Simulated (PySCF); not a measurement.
Trifluoromethane, SMILES FC(F)F (CHF₃), B3LYP/def2-SVP optimised geometry. Atoms within 1.6 Å of the plane z = 0.0 Å (x, y, z in Å): F1 (-0.88, -0.93, -1.12), C2 (-0.45, -0.33, 0.00), F3 (-0.88, 0.93, 0.00), F4 (0.88, -0.33, 0.00), H5 (-0.84, -0.87, 0.89).

Method: PySCF with B3LYP/def2-TZVP. Cells within 0.4 Å of a nucleus heavier than hydrogen are left out (blank, or x).

Map of the Laplacian of the electron density (e/bohr⁵) on the plane z = 0.0 Å:

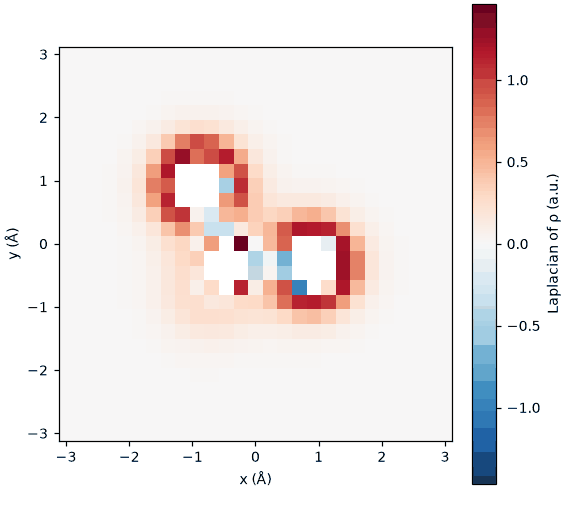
*Laplacian of the electron density (e/bohr⁵) on the plane z = 0.0 Å.*
